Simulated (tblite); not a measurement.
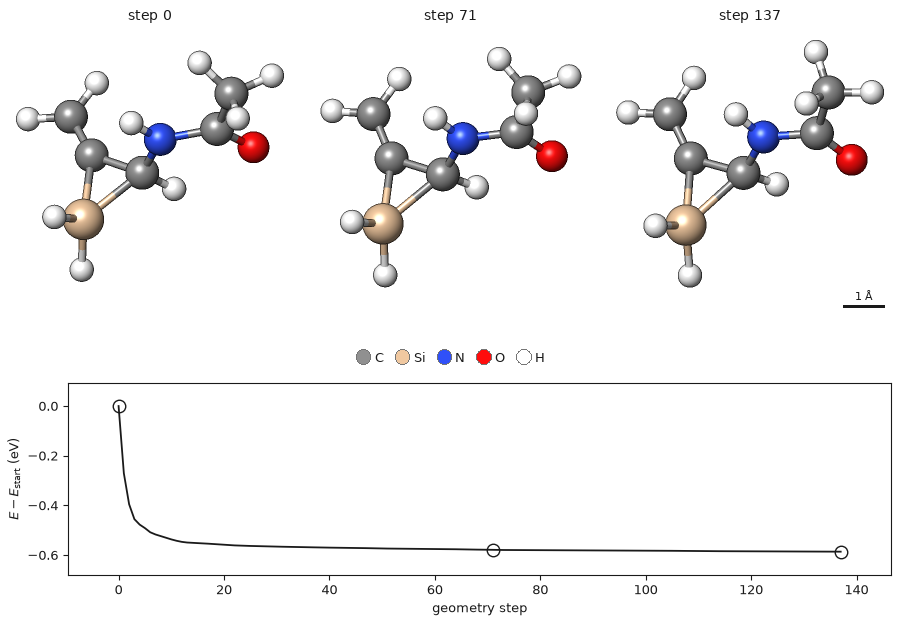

Frames of a relaxation of C5H9NOSi, marked on the history of the run. A ball-and-stick model, seen from a free direction.

Level of theory: GFN2-xTB geometry optimisation, gas phase in tblite 0.8.0. 

**What happens along the run?**

After 137 geometry steps the energy has fallen by 0.586 eV. The atom that moves furthest after the best rigid fit is an H atom (0.86 Å). Largest moves by element: H 0.86 Å, O 0.36 Å, C 0.29 Å, N 0.17 Å, Si 0.17 Å. Among the contacts that change: C–N 1.434 → 1.352 Å, C–Si 1.859 → 1.923 Å, H–N 1.054 → 1.008 Å, C–O 1.257 → 1.214 Å. Bond angles that change, for instance: C–C–C 143.8° → 135.5°, N–C–H 116.6° → 108.8°, Si–C–N 119.7° → 126.3°. Groups turn about C–C by about 30°. From step 0 to 71: an H atom moves most (0.38 Å), energy −0.579 eV. From step 71 to 137: H atoms move most (0.55 Å), energy −0.007 eV.
